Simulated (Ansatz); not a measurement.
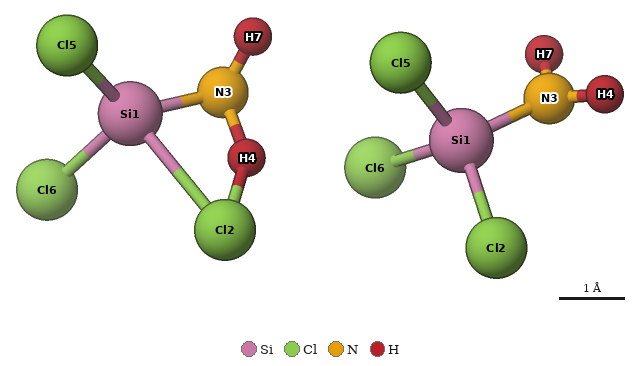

Two geometries of SiNH2Cl3 (started from a transition state, displaced along its imaginary mode), drawn at one scale. One is the start of a relaxation, the other its converged end. A ball-and-stick model, seen face on.

Level of theory: RKS PBE0-D4/def2-TZVP in Ansatz. Set-up: force threshold 0.005 eV/Å; at most 200 steps.

> Which one is relaxed?

The right one is the relaxed one. Over 16 accepted moves (20 points after the start) the energy falls by 271.6 kJ/mol. Largest force component: 1.7 eV/Å at the start, 0.0028 eV/Å at the end. The line search rejected the trial steps at points 9, 11, 14, 17 of the run. The largest move after the best rigid fit is that of H4, 1.16 Å. By element the largest moves are H 1.16 Å, Cl 0.85 Å, Si 0.52 Å, N 0.25 Å. Some distances before and after: Cl2–H4 1.568 → 3.178 Å, Si1–Cl2 2.547 → 2.031 Å, Si1–H4 1.942 → 2.362 Å, N3–H4 1.262 → 1.007 Å. Bonds break, among them: Cl2–H4 (1.57 → 3.18 Å). Bond angles that change, for instance: Si1–N3–H4 83.3° → 120.8°, Cl2–Si1–N3 78.1° → 108.2°, Cl2–Si1–Cl6 98.2° → 111.2°. The run took 81 s on 4 threads of Arm Neoverse V2, with other jobs on the host.
